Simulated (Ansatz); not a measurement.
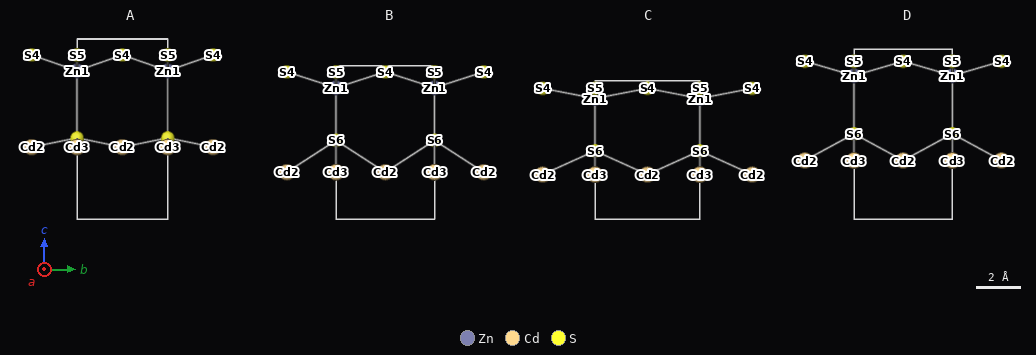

4 geometries from one relaxation of crystalline ZnCd2S3 (a generated structure, set up in P4mm) (coarse preliminary run), in shuffled order. Style: ball-and-stick. Shown: the cell of the calculation, along the a axis.

These are results of Ansatz, DFT PBE, scalar-relativistic, plane waves, PAW, not measurements. (plane-wave cutoff 420 eV; k-point mesh 4 × 4 × 2; occupations gaussian; smearing width 0.1 eV; no spin polarisation; cell and atoms relaxed; force threshold 0.04 eV/Å; at most 70 steps)

### Put them in the order of the run, from the start to the converged end.

A, D, B, C. They are steps 0, 3, 5, 13, at +6.417 eV per cell of the calculation, +1.524 eV per cell of the calculation, +0.284 eV per cell of the calculation relative to the last. The largest moves relative to the cell, 0.50 Å, are those of Cd2 and Cd3. Cd2 goes along −c. By element the largest moves are Cd 0.50 Å, Zn 0.30 Å, S 0.27 Å. The drawn cell changes as follows: a = b 4.200 → 4.854 Å (+15.6 %), c 8.347 → 6.417 Å (−23.1 %); the volume changes by +2.7 %. Some distances before and after: Cd2–S4 4.082 → 2.426 Å, Zn1–S6 3.110 → 2.426 Å, Cd2–S6 2.143 → 2.664 Å, Zn1–S4 2.223 → 2.471 Å. New bonds form, among them: Cd2–S4 (4.08 → 2.43 Å), Cd3–S5 (4.08 → 2.43 Å). Among the angles between lasting bonds that change: S6–Cd2–S6 157.0° → 131.3°, Cd2–S6–Cd2 157.0° → 131.3°, S4–Zn1–S4 141.7° → 158.2°. The space group stays P4mm (No. 99). After 11 accepted moves (13 points after the start) the energy has fallen by 6.417 eV per cell of the calculation. Largest force component: 3.8 eV/Å at the start, 0.034 eV/Å at the end. The pressure goes from 21.99 to 0.05 GPa. At 2 points the geometry stayed and the basis and grid were re-selected for the new cell (energy shift of 30.2 meV per cell of the calculation at most each time).

Limits of the set-up: the k-point mesh is coarse for a cell with partly filled bands.
